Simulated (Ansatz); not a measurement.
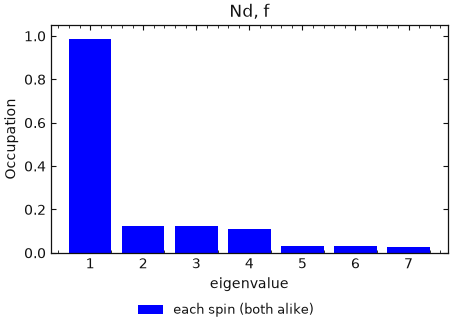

Eigenvalues of the local occupation matrix of the f shell (Löwdin-orthogonalised atomic projectors).

Calculation on CsNdF6, space group R-3, 8 atoms in the cell.

Computed with Ansatz: DFT with PBE, PAW plane waves, Ueff = 6.31 eV on Nd f, no spin polarisation, 4×4×4 k mesh, 420 eV cutoff.

Q: How many states of the shell are filled, counting eigenvalues over 0.6?

A: Counting eigenvalues over 0.6 as filled, Nd has 2 filled f states (f²); the eigenvalues sum to 2.9. The small eigenvalues come from mixing with neighbours' orbitals.

The open f shell carries no moment in this run, so this isn't likely the ground state. This magnetic state lies 211 meV an atom above the lowest one found. The structure was built from a prototype or by substitution, so it need not be a known phase. The atoms aren't at rest in this cell (largest force 0.7 eV/Å), so the relaxed material can differ. Spin-orbit coupling is left out, which matters for Nd.
